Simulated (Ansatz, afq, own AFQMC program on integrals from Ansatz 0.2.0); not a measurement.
# GeNH2 (quartet): AFQMC on the coupled-cluster ladder at scale of all distances = 1.478, cc-pVDZ

Aim: compute GeNH2 (quartet) with auxiliary-field quantum Monte Carlo on the same integrals as coupled cluster, and set the energies side by side.

The runs use Ansatz 0.2.0, Gaussian basis, and an in-house AFQMC program (afq) on its integrals; all values are calculated; cc-pVDZ, frozen cores.

Plan: PBE (unrestricted); r2SCAN (unrestricted); PBE0 (unrestricted); B3LYP (unrestricted); wB97M-V (unrestricted); B2PLYP (unrestricted); CCSD(T) on UHF; CCSDT(Q) on UHF; Phaseless AFQMC, CISD trial on UHF; CCSD(T) on ROHF; CCSDT(Q) on ROHF; Phaseless AFQMC, CISD trial on ROHF.

1 further run of the same task is left out (it didn't finish).

## (1) The system

The geometry derives from a PBE0/def2-TZVP stationary point (not a proven minimum). All distances are scaled together. No spin-orbit coupling is included. The filled d shell of Ge may be among the frozen orbitals whatever the setting's name suggests; the logs give the count.

4 atoms, charge 0, spin multiplicity 4.

Atoms are counted from 1 here; the program's logs count them from 0.

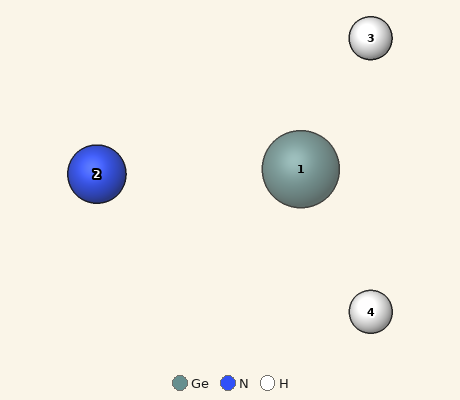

The structure; germanium teal, nitrogen blue, hydrogen white; atoms are numbered from 1 in the order of the file.

## (2) PBE (unrestricted)

Input file in.yaml:

```yaml
crystal:
  periodic: [false, false, false]
  atoms:
    - {symbol: Ge, position_ang: [-0.051096, 0.000000, 0.437262]}
    - {symbol: N, position_ang: [0.107061, 0.000001, -2.432563]}
    - {symbol: H, position_ang: [1.097299, -1.859679, 1.145632]}
    - {symbol: H, position_ang: [1.097297, 1.859679, 1.145634]}
basis:
  gaussian: {orbitals: cc-pVDZ}
magnetization: {spin_polarized: true, initial_magnetization: 3}
hamiltonian: {xc: {name: PBE}}
output: {orbitals: {seedname: orbitals}}
```

The run is started by

```sh
ansatz run in.yaml --threads 1 --pin off --events-out ev --progress --plain --max-ram 1382MiB
```

Output:

```text
Functional definition: PBE
  name "PBE"
  cite "Perdew, Burke & Ernzerhof, Phys. Rev. Lett. 77, 3865 (1996) doi:10.1103/PhysRevLett.77.3865"
  parent pbe
  parameter kappa = 0.804
  parameter beta = 0.06672455060314922
  exchange = pbe_x(kappa = kappa, mu = beta*pi^2/3)
  correlation = pbe_c(beta = beta)
550 factors; integrals over basis functions are off by at most 1.1e-3 eV
mean field evaluation 1: about -58016.8033 eV, gradient 2.2e1 eV
mean field evaluation 2: about -57918.7539 eV, gradient 7.6e1 eV
mean field evaluation 4: about -58016.7861 eV, gradient 1.9e1 eV
mean field evaluation 8: about -58020.8289 eV, gradient 3.3e-2 eV
mean field evaluation 16: about -58018.0382 eV, gradient 1.0e1 eV
mean field evaluation 32: about -58018.0757 eV, gradient 3.4e0 eV
mean field evaluation 64: about -58020.1640 eV, gradient 2.2e0 eV
mean field -58020.82903101 eV, -2132.2261389591 hartree, gradient 1.1e-5 eV, S^2 3.820924; 9 other end points of the search recorded, 0 dependent functions left out
reference -58020.82906094 eV, -2132.2261400591 hartree; 22, 19 occupied and 29, 32 virtual orbitals, 550 factors
Total energy: -58020.82906094 eV, -2132.2261400591 hartree
```

It took 4 s on 1 thread of Arm Neoverse V2, shared host.

From the report: ⟨S²⟩ of the determinant 3.821 (pure quartet: 3.75).

## (3) r2SCAN (unrestricted)

in.yaml: that of step 2 with these lines changed.

```diff
@@ -10,3 +10,2 @@
 magnetization: {spin_polarized: true, initial_magnetization: 3}
-hamiltonian: {xc: {name: PBE}}
-output: {orbitals: {seedname: orbitals}}
+hamiltonian: {xc: {name: r2SCAN}}
```

The command is unchanged.

Output, cut to the lines that bear on the results:

```text
Functional definition: r2SCAN
  name "r2SCAN"
  cite "Furness, Kaplan, Ning, Perdew & Sun, J. Phys. Chem. Lett. 11, 8208 (2020) doi:10.1021/acs.jpclett.0c02405"
  cite "Furness, Kaplan, Ning, Perdew & Sun, J. Phys. Chem. Lett. 11, 9248 (2020) doi:10.1021/acs.jpclett.0c03077"
  parent r2scan
[...]
550 factors; integrals over basis functions are off by at most 1.1e-3 eV
[...]
mean field -58030.03254921 eV, -2132.5643620145 hartree, gradient 3.0e-5 eV, S^2 3.912361; 6 other end points of the search recorded, 0 dependent functions left out
reference -58030.03255860 eV, -2132.5643623599 hartree; 22, 19 occupied and 29, 32 virtual orbitals, 550 factors
Total energy: -58030.03255860 eV, -2132.5643623599 hartree
```

It took 5.5 s on 1 thread of Arm Neoverse V2, shared host.

From the report: ⟨S²⟩ of the determinant 3.912 (pure quartet: 3.75).

## (4) PBE0 (unrestricted)

in.yaml: that of step 3 with these lines changed.

```diff
@@ -10,2 +10,3 @@
 magnetization: {spin_polarized: true, initial_magnetization: 3}
-hamiltonian: {xc: {name: r2SCAN}}
+hamiltonian: {xc: {name: PBE0}}
+output: {orbitals: {seedname: orbitals}}
```

The command is unchanged.

Output, cut to the lines that bear on the results:

```text
Functional definition: PBE0
  name "PBE0"
  cite "Adamo & Barone, J. Chem. Phys. 110, 6158 (1999) doi:10.1063/1.478522"
  cite "Perdew, Burke & Ernzerhof, Phys. Rev. Lett. 77, 3865 (1996) doi:10.1103/PhysRevLett.77.3865"
  parent pbe
[...]
550 factors; integrals over basis functions are off by at most 1.1e-3 eV
[...]
mean field -58022.14772706 eV, -2132.2746001452 hartree, gradient 2.4e-5 eV, S^2 3.850954; 5 other end points of the search recorded, 0 dependent functions left out
reference -58022.14774960 eV, -2132.2746009734 hartree; 22, 19 occupied and 29, 32 virtual orbitals, 550 factors
Total energy: -58022.14774960 eV, -2132.2746009734 hartree
```

Run time: 3 s. Hardware: 1 thread of Arm Neoverse V2, shared host.

From the report: ⟨S²⟩ of the determinant 3.851 (pure quartet: 3.75).

## (5) B3LYP (unrestricted)

in.yaml: that of step 4 with these lines changed.

```diff
@@ -10,3 +10,2 @@
 magnetization: {spin_polarized: true, initial_magnetization: 3}
-hamiltonian: {xc: {name: PBE0}}
-output: {orbitals: {seedname: orbitals}}
+hamiltonian: {xc: {name: B3LYP}}
```

Launched as before.

Output, cut to the lines that bear on the results:

```text
Functional definition: B3LYP
  name "B3LYP"
  cite "Stephens, Devlin, Chabalowski & Frisch, J. Phys. Chem. 98, 11623 (1994) doi:10.1021/j100096a001"
  cite "Becke, Phys. Rev. A 38, 3098 (1988) doi:10.1103/PhysRevA.38.3098"
  cite "Lee, Yang & Parr, Phys. Rev. B 37, 785 (1988) doi:10.1103/PhysRevB.37.785"
  cite "Vosko, Wilk & Nusair, Can. J. Phys. 58, 1200 (1980) doi:10.1139/p80-159"
[...]
550 factors; integrals over basis functions are off by at most 1.1e-3 eV
[...]
mean field -58032.63467710 eV, -2132.6599884508 hartree, gradient 2.9e-5 eV, S^2 3.841006; 5 other end points of the search recorded, 0 dependent functions left out
reference -58032.63489352 eV, -2132.6599964041 hartree; 22, 19 occupied and 29, 32 virtual orbitals, 550 factors
Total energy: -58032.63489352 eV, -2132.6599964041 hartree
```

It took 2.5 s on 1 thread of Arm Neoverse V2, shared host.

From the report: ⟨S²⟩ of the determinant 3.841 (pure quartet: 3.75).

## (6) wB97M-V (unrestricted)

in.yaml: that of step 5 with these lines changed.

```diff
@@ -10,2 +10,3 @@
 magnetization: {spin_polarized: true, initial_magnetization: 3}
-hamiltonian: {xc: {name: B3LYP}}
+hamiltonian: {xc: {name: wB97M-V}}
+output: {orbitals: {seedname: orbitals}}
```

The command is unchanged.

Output, cut to the lines that bear on the results:

```text
Functional definition: wB97M-V
  name "wB97M-V"
  cite "Mardirossian & Head-Gordon, J. Chem. Phys. 144, 214110 (2016) doi:10.1063/1.4952647"
  cite "Becke, J. Chem. Phys. 107, 8554 (1997) doi:10.1063/1.475007"
  cite "Vydrov & Van Voorhis, J. Chem. Phys. 133, 244103 (2010) doi:10.1063/1.3521275"
  # Of w^i u^j: cxij and so on, Table III.
[...]
  gx(w, u) = 1 - cx + cx01*u + cx10*w
  gss(w, u) = css00 + css04*u^4 + css10*w + css20*w^2 + css43*w^4*u^3
  gos(w, u) = cos00 + cos10*w + (cos20 + cos21*u)*w^2 + (cos60 + cos61*u)*w^6
[...]
      + integral(e_c_pw_mod_opposite_spin*gos(b97_w_opposite, b97_u_opposite)) + vv10(b, c)
550 factors; integrals over basis functions are off by at most 1.1e-3 eV
152 factors; integrals over basis functions are off by at most 1.5e-5 eV
[...]
mean field -58027.11404070 eV, -2132.4571088053 hartree, gradient 3.0e-5 eV, S^2 3.821781; 5 other end points of the search recorded, 0 dependent functions left out
reference -58027.11407373 eV, -2132.4571100188 hartree; 22, 19 occupied and 29, 32 virtual orbitals, 550 factors
Total energy: -58027.11407373 eV, -2132.4571100188 hartree
```

Wall time 14 s (1 thread of Arm Neoverse V2, shared host).

From the report: ⟨S²⟩ of the determinant 3.822 (pure quartet: 3.75).

## (7) B2PLYP (unrestricted)

in.yaml: that of step 6 with these lines changed.

```diff
@@ -10,3 +10,3 @@
 magnetization: {spin_polarized: true, initial_magnetization: 3}
-hamiltonian: {xc: {name: wB97M-V}}
-output: {orbitals: {seedname: orbitals}}
+hamiltonian: {xc: {name: B2PLYP}}
+correlation: {electrons: outside_noble_gas}
```

Launched as before.

Output, cut to the lines that bear on the results:

```text
Functional definition: B2PLYP
  name "B2PLYP"
  cite "Grimme, J. Chem. Phys. 124, 034108 (2006) doi:10.1063/1.2148954"
  cite "Becke, Phys. Rev. A 38, 3098 (1988) doi:10.1103/PhysRevA.38.3098"
  cite "Lee, Yang & Parr, Phys. Rev. B 37, 785 (1988) doi:10.1103/PhysRevB.37.785"
[...]
550 factors; integrals over basis functions are off by at most 1.1e-3 eV
[...]
mean field -58016.76120489 eV, -2132.0766491067 hartree, gradient 4.5e-6 eV, S^2 4.005425; 6 other end points of the search recorded, 0 dependent functions left out
15 core orbitals not correlated: weight in the atoms' cores, before any rotation towards them, 1.000 or more for the frozen orbitals, at most 0.000 for the correlated occupied ones
reference -58016.76134324 eV, -2132.0766541908 hartree; 7, 4 occupied and 29, 32 virtual orbitals, 550 factors
second order -5.54837602 eV of doubles, -0.00000000 eV of singles
Total energy: -58018.25940476 eV, -2132.1317069364 hartree
```

It took 4.7 s on 1 thread of Arm Neoverse V2, shared host.

From the report: ⟨S²⟩ of the determinant 4.005 (pure quartet: 3.75).

## (8) CCSD(T) on UHF

in.yaml: that of step 7 with these lines changed.

```diff
@@ -10,3 +10,2 @@
 magnetization: {spin_polarized: true, initial_magnetization: 3}
-hamiltonian: {xc: {name: B2PLYP}}
-correlation: {electrons: outside_noble_gas}
+correlation: {method: ccsd_t, electrons: outside_noble_gas, hamiltonian_folder: ham}
```

Launched as before.

Output, cut to the lines that bear on the results:

```text
Functional definition: HF
  name "HF"
  cite "Fock, Z. Phys. 61, 126 (1930) doi:10.1007/BF01340294"
  parent pbe
[...]
550 factors; integrals over basis functions are off by at most 1.1e-3 eV
[...]
mean field -57979.85832188 eV, -2130.7204931694 hartree, gradient 2.0e-6 eV, S^2 4.628310; 19 other end points of the search recorded, 0 dependent functions left out
determinant -57979.85832188 eV, -2130.7204931694 hartree, with singles and doubles -57985.39299734 eV, -2130.9238887411 hartree
determinant -57979.84176366 eV, -2130.7198846664 hartree, with singles and doubles -57985.37271527 eV, -2130.9231433891 hartree
determinant -57979.72239596 eV, -2130.7154979841 hartree, with singles and doubles -57985.44555328 eV, -2130.9258201364 hartree
determinant -57979.37604138 eV, -2130.7027696882 hartree, with singles and doubles -57984.33441540 eV, -2130.8849865724 hartree
[...]
determinant -57979.84176366 eV, -2130.7198846664 hartree, with singles and doubles -57985.41220154 eV, -2130.9245944825 hartree
determinant -57979.72239596 eV, -2130.7154979841 hartree, with singles and doubles -57985.46382977 eV, -2130.9264917849 hartree
determinant -57979.64870507 eV, -2130.7127898938 hartree, with singles and doubles -57985.44798155 eV, -2130.9259093737 hartree
determinant -57979.50364428 eV, -2130.7074590084 hartree, with singles and doubles -57985.48128412 eV, -2130.9271332207 hartree
15 core orbitals not correlated: weight in the atoms' cores, before any rotation towards them, 1.000 or more for the frozen orbitals, at most 0.000 for the correlated occupied ones
reference -57979.85832188 eV, -2130.7204931694 hartree; 7, 4 occupied and 29, 32 virtual orbitals, 550 factors
second order -3.76803390 eV of doubles, -0.00000000 eV of singles
cycle   1  -5.56645937 eV  change    1.0e-6 eV  update   4.4e-6
perturbative correction -0.16444493 eV, -0.0060432396 hartree
Total energy: -57985.58922617 eV, -2130.9311000178 hartree
```

It took 14 s on 1 thread of Arm Neoverse V2, shared host.

From the report: ⟨S²⟩ of the determinant 4.628 (pure quartet: 3.75); correlation -5.7309 eV; T1 0.093; largest double amplitude 0.14. The determinant is far from a pure spin state, so its energy mixes those of several spin states (harmless only where they are near-degenerate, as at dissociation).

This run also writes the integrals to the folder ham.

## (9) CCSDT(Q) on UHF

in.yaml: that of step 8 with these lines changed.

```diff
@@ -10,2 +10,2 @@
 magnetization: {spin_polarized: true, initial_magnetization: 3}
-correlation: {method: ccsd_t, electrons: outside_noble_gas, hamiltonian_folder: ham}
+correlation: {method: ccsdt_q, electrons: outside_noble_gas}
```

Same command.

Output, cut to the lines that bear on the results:

```text
Functional definition: HF
  name "HF"
  cite "Fock, Z. Phys. 61, 126 (1930) doi:10.1007/BF01340294"
  parent pbe
[...]
960 factors; integrals over basis functions are off by at most 1.5e-7 eV
[...]
mean field -57979.85835838 eV, -2130.7204945109 hartree, gradient 7.1e-6 eV, S^2 4.628306; 21 other end points of the search recorded, 0 dependent functions left out
determinant -57979.85835838 eV, -2130.7204945109 hartree, with singles and doubles -57985.39306317 eV, -2130.9238911603 hartree
determinant -57979.84183501 eV, -2130.7198872881 hartree, with singles and doubles -57985.37278783 eV, -2130.9231460556 hartree
determinant -57979.72246783 eV, -2130.7155006252 hartree, with singles and doubles -57985.44561843 eV, -2130.9258225305 hartree
determinant -57979.37608204 eV, -2130.7027711822 hartree, with singles and doubles -57984.33447050 eV, -2130.8849885973 hartree
[...]
determinant -57979.72246783 eV, -2130.7155006252 hartree, with singles and doubles -57985.46389462 eV, -2130.9264941684 hartree
determinant -57979.64875502 eV, -2130.7127917295 hartree, with singles and doubles -57985.44804762 eV, -2130.9259118015 hartree
determinant -57979.50369054 eV, -2130.7074607082 hartree, with singles and doubles -57985.48135274 eV, -2130.9271357422 hartree
15 core orbitals not correlated: weight in the atoms' cores, before any rotation towards them, 1.000 or more for the frozen orbitals, at most 0.000 for the correlated occupied ones
reference -57979.85835838 eV, -2130.7204945109 hartree; 7, 4 occupied and 29, 32 virtual orbitals, 960 factors
second order -3.76806613 eV of doubles, -0.00000000 eV of singles
cycle   1  -4.57191642 eV  change   -8.0e-1 eV  update   9.6e-2
[...]
cycle  43  -5.82443670 eV  change   -4.9e-7 eV  update   4.3e-7
perturbative correction -0.01299157 eV, -0.0004774313 hartree
Total energy: -57985.69578664 eV, -2130.9350160429 hartree
```

Run time: 42 s. Hardware: 1 thread of Arm Neoverse V2, shared host; peak memory 0.35 GiB.

From the report: ⟨S²⟩ of the determinant 4.628 (pure quartet: 3.75); correlation -5.8374 eV; T1 0.107; largest double amplitude 0.17. The determinant is far from a pure spin state, so its energy mixes those of several spin states (harmless only where they are near-degenerate, as at dissociation).

(Part 1 of 2 ends here.)
